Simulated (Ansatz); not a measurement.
**AlBCl2H2O: inputs that go wrong**

Aim: try 3 inputs for AlBCl2H2O as typed, read how each ends, and find what has to change.

The runs use Ansatz 0.2.0, Gaussian basis; the settings change from run to run.

**1. The relaxed structure**

The geometry comes from an earlier relaxation with PBE0-D4 in a triple-zeta def2 set; it is a stationary point, not always the lowest conformer.

SMILES `B[O][Al]([Cl])[Cl]`, 7 atoms, charge 0, spin multiplicity 1.

Atoms are counted from 1 here; the program's logs count them from 0.

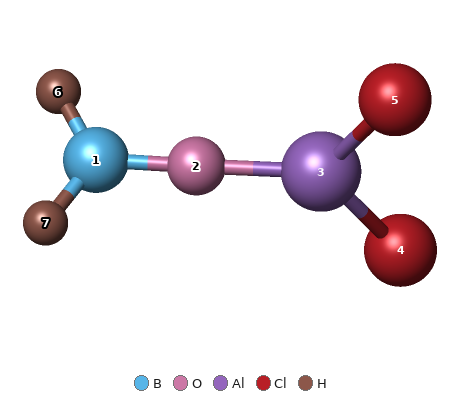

The structure; boron blue, oxygen pink, aluminium purple, chlorine red, hydrogen brown; atoms are numbered from 1 in the order of the file.

**2. Input 1**

Input file in.yaml:

```yaml
crystal:
  periodic: [true, true, true]
  atoms:
    - {symbol: B, position_ang: [-1.587010, -0.137512, 0.023268]}
    - {symbol: O, position_ang: [-0.253590, -0.026392, 0.010819]}
    - {symbol: Al, position_ang: [1.402907, 0.102741, -0.029752]}
    - {symbol: Cl, position_ang: [2.555700, -1.168111, 1.126312]}
    - {symbol: Cl, position_ang: [2.287043, 1.534008, -1.234098]}
    - {symbol: H, position_ang: [-2.122779, -0.867555, -0.767058]}
    - {symbol: H, position_ang: [-2.221072, 0.494822, 0.824811]}
basis:
  gaussian: {orbitals: x2c-TZVPPall}
magnetization: {spin_polarized: true, initial_magnetization: 2}
hamiltonian: {xc: {name: B2GP-PLYP}}
accuracy: high
output: {forces: true}
```

Started as:

```console
$ ansatz run in.yaml --threads 2 --pin off --events-out ev --progress --plain --max-ram 4352MiB
```

Output:

```text
Error: YAML parse error: error: line 2 column 3: crystal: missing field `lattice` (a structure is typed as `lattice` and `atoms`, a molecule's as `atoms` in Å alone, or read from a run's directory, `checkpoint`)
 --> <input>:2:3
  |
1 | crystal:
2 |   periodic: [true, true, true]
  |   ^ crystal: missing field `lattice` (a structure is typed as `lattice` and `atoms`, a molecule's as `atoms` in Å alone, or read from a run's directory, `checkpoint`)
3 |   atoms:
4 |     - {symbol: B, position_ang: [-1.587010, -0.137512, 0.023268]}
  |
```

Wall time 0.05 s (2 threads of Arm Neoverse V1, shared host).

Diagnosis: The program refused the input. The molecule is marked periodic without a cell. It also asks for charge 0 and multiplicity 3, another species or state than the molecule above. To mend it, set periodic to false, or give a lattice, and set charge and spin to those of the species named.

**3. Input 2**

Input file in.yaml:

```yaml
crystal:
  periodic: [false, false, false]
  atoms:
    - {symbol: B, position_ang: [-1.587010, -0.137512, 0.023268]}
    - {symbol: O, position_ang: [-0.253590, -0.026392, 0.010819]}
    - {symbol: Al, position_ang: [1.402907, 0.102741, -0.029752]}
    - {symbol: Cl, position_ang: [2.555700, -1.168111, 1.126312]}
    - {symbol: Cl, position_ang: [2.287043, 1.534008, -1.234098]}
    - {symbol: H, position_ang: [-2.122779, -0.867555, -0.767058]}
    - {symbol: H, position_ang: [-2.221072, 0.494822, 0.824811]}
basis:
  gaussian: {orbitals: aug-pcseg-2}
magnetization: {spin_polarized: true, initial_magnetization: 1}
hamiltonian: {xc: {name: BLYP}}
scf: {lower_state_search: light}
output: {forces: true}
```

Launched as before.

Output:

```text
Error: a molecule whose nuclei and cores have a total charge of 62 cannot have a net charge of 0 together with 1 unpaired electrons
```

Run time: 0.05 s. Hardware: 2 threads of Arm Neoverse V1, shared host.

Diagnosis: The program refused the input. The number of unpaired electrons doesn't fit the electron count. To mend it, make charge and initial_magnetization agree: an even electron count takes an even number of unpaired electrons.

**4. Input 3**

Input file in.yaml:

```yaml
crystal:
  periodic: [false, false, false]
  atoms:
    - {symbol: B, position_ang: [-1.587010, -0.137512, 0.023268]}
    - {symbol: O, position_ang: [-0.253590, -0.026392, 0.010819]}
    - {symbol: Al, position_ang: [1.402907, 0.102741, -0.029752]}
    - {symbol: Cl, position_ang: [2.555700, -1.168111, 1.126312]}
    - {symbol: Cl, position_ang: [2.287043, 1.534008, -1.234098]}
    - {symbol: H, position_ang: [-2.122779, -0.867555, -0.767058]}
    - {symbol: D, position_ang: [-2.221072, 0.494822, 0.824811]}
basis:
  gaussian: {orbitals: pcseg-2, final_grid: {core_spheres: 5, valence_spheres: 4, degree: 11}}
hamiltonian: {xc: {name: wB97X}}
```

Launched as before.

Output:

```text
Error: YAML parse error: error: line 10 column 16: `D` is not an element symbol (H … Og, case-exact)
  --> <input>:10:16
   |
 8 |     - {symbol: Cl, position_ang: [2.287043, 1.534008, -1.234098]}
 9 |     - {symbol: H, position_ang: [-2.122779, -0.867555, -0.767058]}
10 |     - {symbol: D, position_ang: [-2.221072, 0.494822, 0.824811]}
   |                ^ `D` is not an element symbol (H … Og, case-exact)
11 | basis:
12 |   gaussian: {orbitals: pcseg-2, final_grid: {core_spheres: 5, valence_spheres: 4…
   |
```

Wall time 0.05 s (2 threads of Arm Neoverse V1, shared host).

What is wrong: The program refused the input. An element symbol is wrong. Fix: correct the symbol.

**5. How the tries ended**

| input | level | ended | cause | time |
| --- | --- | --- | --- | --- |
| 1 | B2GP-PLYP/x2c-TZVPPall | refused | the molecule is marked periodic without a cell | 0.05 s |
| 2 | BLYP/aug-pcseg-2 | refused | the number of unpaired electrons doesn't fit the electron count | 0.05 s |
| 3 | wB97X/pcseg-2 | refused | an element symbol is wrong | 0.05 s |

**Reading.** 3 refused. A refusal costs next to no computing time.
